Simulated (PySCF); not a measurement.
# C2H4BCl3Ge: electronic excitations

Aim: predict the electronic excitations of C2H4BCl3Ge (`C=[CH][Ge@H]([Cl])[B](Cl)Cl`).

The runs use PySCF 2.14.0, with density-fitted response routines of our own; the level of theory stands in each step. All values are computed, except where a source is named. Atoms are numbered from 0 throughout.

## 1. Starting geometry

11 atoms, charge 0, multiplicity 1; geometry from: GFN2-xTB.

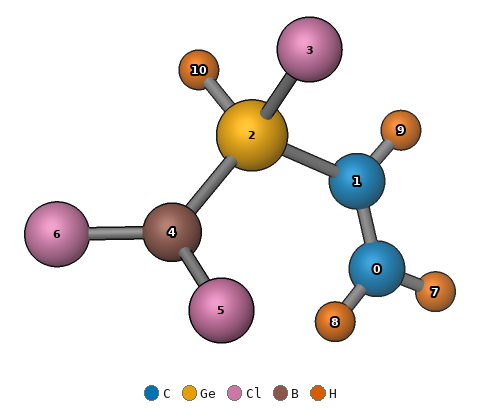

As it starts; carbon blue, germanium amber, chlorine pink, boron brown, hydrogen orange, atoms numbered.

## 2. TDDFT and polarisability: wB97X-D/def2-SVPD

What the job is given:

```
{"job": {"kind": "uv", "xc": "wB97X-D", "basis": "def2-SVPD", "nstates": 8, "ntriplets": 3}, "charge": 0, "multiplicity": 1}
C     -1.554247    -0.014979    -1.191884
C     -1.316808    -0.501324     0.015436
Ge     0.424308    -0.393453     0.930156
Cl     0.035289     0.653102     2.744322
B      1.931127     0.598524    -0.074381
Cl     1.665646     2.178817    -0.650092
Cl     3.445939    -0.135905    -0.319690
H     -2.524242    -0.080330    -1.661649
H     -0.783004     0.471540    -1.769762
H     -2.120404    -0.975609     0.564734
H      0.801820    -1.797711     1.386845
```

Level: TDDFT wB97X-D/def2-SVPD, vertical, gas phase, core orbitals frozen in the response.

On the command line:

```bash
OMP_NUM_THREADS=1 python probes_run.py task.json out
```

One launch serves the whole session: the jobs run in the order shown.

What it wrote:

```text
coarse grid: 51792 points
cycle   1  E = -3560.3580867466  dE =  2.867e-01  |g| = 5.790e-01  |ddm| = 4.718e+00
cycle   2  E = -3560.3689632812  dE = -1.088e-02  |g| = 6.063e-01  |ddm| = 1.859e+00
cycle   3  E = -3560.4435853240  dE = -7.462e-02  |g| = 2.984e-02  |ddm| = 1.021e+00
cycle   4  E = -3560.4439833446  dE = -3.980e-04  |g| = 1.579e-02  |ddm| = 1.299e-01
cycle   5  E = -3560.4440634016  dE = -8.006e-05  |g| = 3.098e-03  |ddm| = 4.089e-02
cycle   6  E = -3560.4440676614  dE = -4.260e-06  |g| = 1.474e-03  |ddm| = 1.077e-02
final grid: 103392 points
cycle   7  E = -3560.4428343306  dE = -2.101e-06  |g| = 1.565e-03  |ddm| = 1.175e-02
cycle   8  E = -3560.4428345283  dE = -1.977e-07  |g| = 1.341e-03  |ddm| = 4.349e-03
cycle   9  E = -3560.4428348159  dE = -2.877e-07  |g| = 1.311e-04  |ddm| = 1.872e-03
cycle  10  E = -3560.4428348219  dE = -5.974e-09  |g| = 4.455e-05  |ddm| = 3.049e-04
cycle  11  E = -3560.4428348235  dE = -1.607e-09  |g| = 2.013e-05  |ddm| = 1.841e-04
cycle  12  E = -3560.4428348237  dE = -2.083e-10  |g| = 7.139e-06  |ddm| = 4.757e-05
converged SCF energy = -3560.4428348237

Static polarisability (au): isotropic 106.097, principal 94.690 110.337 113.264

Singlet excitations
state   eV       nm        f      main configurations
  1   4.5578    272.0   0.00811   H->L 0.84
  2   5.5314    224.1   0.00521   H-2->L 0.72, H-4->L 0.10
  3   5.6850    218.1   0.01380   H-1->L 0.65, H-4->L 0.14, H-3->L 0.12
  4   5.7502    215.6   0.00501   H-4->L 0.39, H-1->L 0.21, H-2->L 0.18
  5   6.3576    195.0   0.01099   H-3->L 0.43, H->L+1 0.22, H-4->L 0.15
  6   6.5855    188.3   0.01340   H->L+1 0.34, H-2->L+1 0.22, H-3->L 0.16
  7   6.8140    182.0   0.09498   H-6->L 0.80, H-5->L 0.11
  8   6.9958    177.2   0.05093   H-5->L 0.65, H-6->L 0.11, H-4->L 0.08

Triplet excitations (Tamm-Dancoff, eV): 3.9172 4.5216 5.3780
```

Wall time 90 s (1 thread of Arm Neoverse N1, shared host); peak memory 0.94 GiB.

The orbitals next to the gap, with their largest atomic shares:

```
orbital      eV                         atoms
 HOMO−3  -11.40   Cl3 45 %, Cl5 35 %, Ge2 8 %
 HOMO−2  -10.39  Cl3 53 %, Ge2 15 %, H10 11 %
 HOMO−1  -10.26     C1 37 %, C0 35 %, Ge2 6 %
   HOMO   -9.96   Cl3 27 %, Ge2 16 %, B4 14 %
   LUMO   -0.71   B4 43 %, Cl6 18 %, Cl5 17 %
 LUMO+1    1.08    C0 32 %, C1 27 %, Ge2 12 %
 LUMO+2    1.52   B4 39 %, Cl6 22 %, Cl5 16 %
```

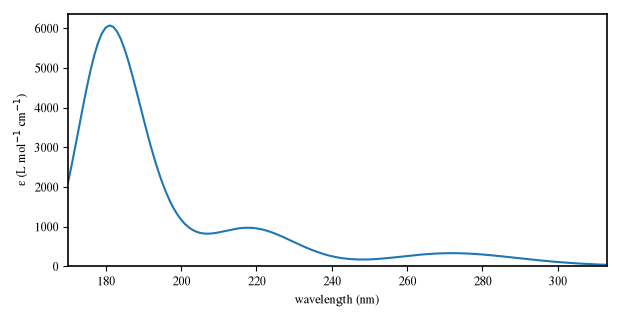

Absorption spectrum: each of the 8 states is a Gaussian band of 0.4 eV half-width at 1/e. Beyond the last state computed it falls off for lack of states.

Ground-state properties from the same run:

```
           property  computed
  dipole moment (D)      2.29
polarisability (Å³)     15.72
 HOMO–LUMO gap (eV)      9.25
      −ε(HOMO) (eV)      9.96
```

## 3. Outcome

| quantity | value |
| --- | --- |
| lowest singlet (wB97X-D/def2-SVPD) | 4.56 eV (272 nm), f = 0.008 |
| brightest single state of those computed | state 7, 6.81 eV, f = 0.095 |
| lowest triplet | 3.92 eV |

**Reading.** The first singlet state (HOMO→LUMO 0.84) lies at 4.56 eV and is weak; of the 8 states computed, the strongest absorption comes from state 7 at 6.81 eV (the last state computed is bright too, and its partners may lie past the list). The lowest triplet lies 0.64 eV below the lowest singlet (triplets in Tamm-Dancoff, singlets in full TDDFT).
